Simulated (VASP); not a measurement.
Band structure of HgO (space group P3_121). All values below come from PBEsol GGA with spin-orbit coupling, VASP's PBE PAW potentials (set 64) (plane waves; VASP 6.6.1).

Without a dispersion term in the relaxation, distances and binding between the weakly bound layers, chains or molecules are unreliable, and so is what depends on them.

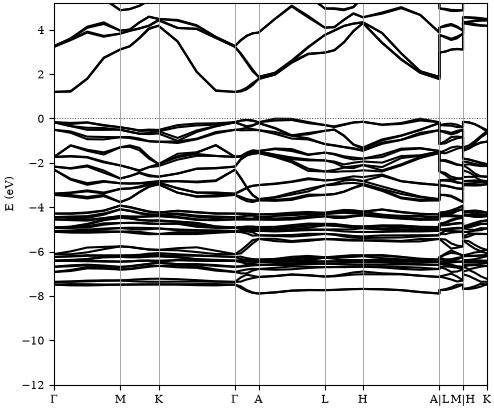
*Bands along high-symmetry lines, zero at the valence-band maximum or, without a gap, the Fermi level*

### Question
Read the plot: is there a gap, and where are the band edges?

### Answer
The gap is indirect, 1.20 eV, from the valence maximum at (0.14, 0.00, 0.33) to the conduction minimum at Γ.

The structure comes from a computed database's HgO entry (P3_121); how it stands against other phases isn't given here. It was relaxed first.
